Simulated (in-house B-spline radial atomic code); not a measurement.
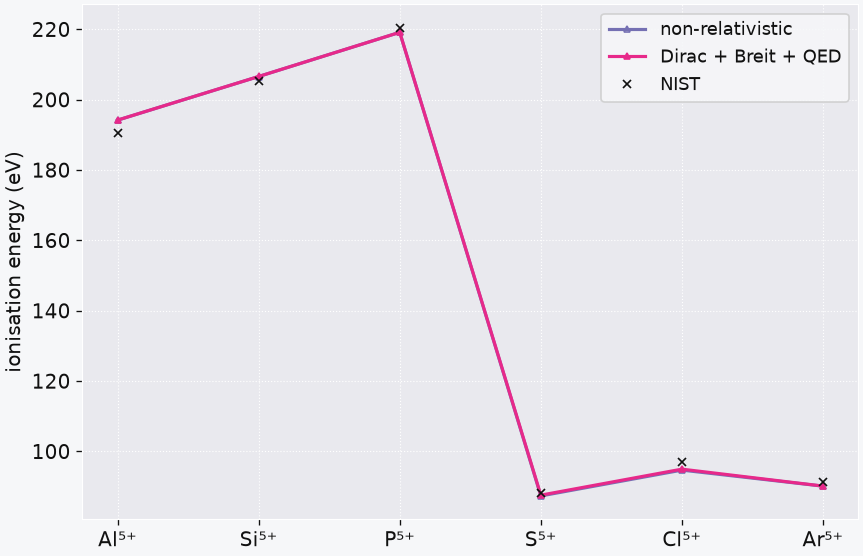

Ionisation energies with and without relativity, with NIST's values as crosses. The figure is for Al⁵⁺, Si⁵⁺, P⁵⁺, S⁵⁺, Cl⁵⁺ and Ar⁵⁺. The calculation used Hartree–Fock ΔSCF (a B-spline radial code). Open p, d and f shells are averaged over both j, so the values don't run from ground level to ground level.

For which species does relativity change the ionisation energy most?

Answer. Cl⁵⁺: from 94.68 eV to 94.96 eV, a change of 0.272 eV.
